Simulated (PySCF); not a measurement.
**C₃H₁₀Si, SMILES `C=C.C[SiH3]`: what the electrons do**

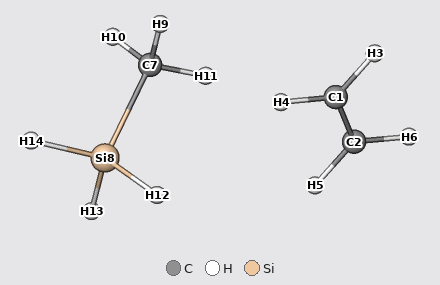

The molecule, with its atoms numbered as below. The pair's geometry is semi-empirical, so its contact may be too short or too long.

Cartesian coordinates (Å):

```
C1       2.4760    0.0445    0.6555
C2       2.4824   -0.3382   -0.6039
H3       3.2764    0.6288    1.0797
H4       1.6682   -0.2085    1.3226
H5       1.6806   -0.9233   -1.0247
H6       3.2885   -0.0857   -1.2738
C7      -1.0391    1.2297   -0.1857
Si8     -1.7762   -0.4967    0.0715
H9      -0.6257    1.6252    0.7379
H10     -1.7928    1.9306   -0.5343
H11     -0.2378    1.2138   -0.9192
H12     -0.7357   -1.4226    0.5263
H13     -2.3358   -0.9860   -1.1909
H14     -2.8359   -0.4342    1.0811
```

Part 1: Local ionisation energy

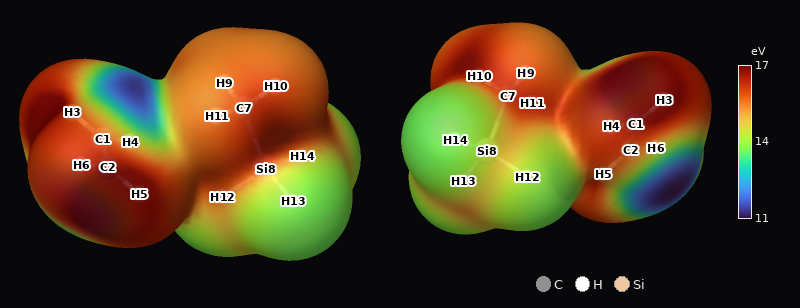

Average local ionisation energy on the surface of electron density 0.001 a.u. (back view left, front view right).

Computed with PySCF, HF/6-31+G*, geometry: GFN2-xTB.

Q: Where are the most loosely bound electrons on this surface?

A: The lowest value is 11.2 eV, off the C1–C2 bond (2.2 to 2.3 Å from its atoms). Further minima include 13.6 eV, 1.5 Å from H14; 13.7 eV, 1.5 Å from H12; 15.3 eV, 1.4 Å from H10. For comparison, the highest occupied orbital lies at −10.4 eV.

Q: What volume does the surface enclose, and what is the dipole moment?

A: About 144 Å³; the dipole moment is 0.6 D.

Part 2: Weak contacts

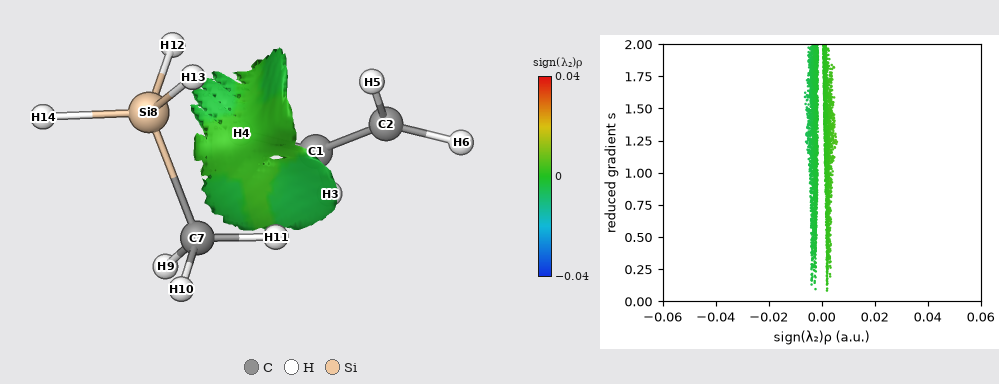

Non-covalent interaction surfaces between the fragments (reduced density gradient s = 0.6, coloured by sign(λ₂)ρ in a.u.; trimmed to the region between the fragments where ρ is under 0.06 a.u.). Fragment A: H4C2 (atoms 1–6); fragment B: SiH6C. The plot gives s against sign(λ₂)ρ for grid points between the fragments.

Q: Which interactions hold the two fragments together?

A: Bond critical points between the fragments: C2···H11, C–H···C contact, 3.15 Å, ρ = 0.004 a.u.; H4···H12, H···H contact, 2.81 Å, ρ = 0.003 a.u.; H5···H12, H···H contact, 2.91 Å, ρ = 0.002 a.u. All are weak and appear green (van der Waals range). Several contacts close a ring, whose ring point adds a part with positive λ₂ between them. The pose is a local one from a semi-empirical search, not shown to be the most stable.

Q: How strongly are they bound?

A: The counterpoise-corrected interaction energy of the frozen fragments is +1.0 kcal/mol without dispersion correction and −1.3 kcal/mol with D3(BJ). The pair geometry is semi-empirical, not a minimum at this level.

Part 3: Excited states

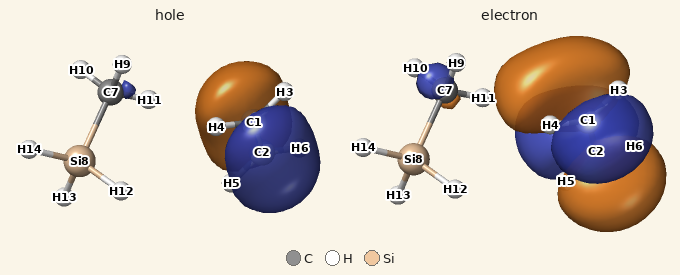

Leading natural transition orbital pair of S₃ (TDA singlet states); the surfaces enclose about 85 % of each orbital's density.

PySCF calculation, CAM-B3LYP/def2-SVP, gas phase; geometry: GFN2-xTB. Without diffuse functions Rydberg states are missing, so the states' numbers hold for this basis only.

Q: Give its energy and the atoms that hole and electron lie on.

A: 8.79 eV (141 nm), f = 0.414 (bright); the leading pair carries 92 %; hole on C1 and C2 (41 % each), electron on C1 (34 %), C2 (33 %) and H4 and H5 (6 % each); their centroids lie 0.2 Å apart. In canonical orbitals it is mainly HOMO → LUMO (89 %). The HOMO–LUMO gap is 10.86 eV.
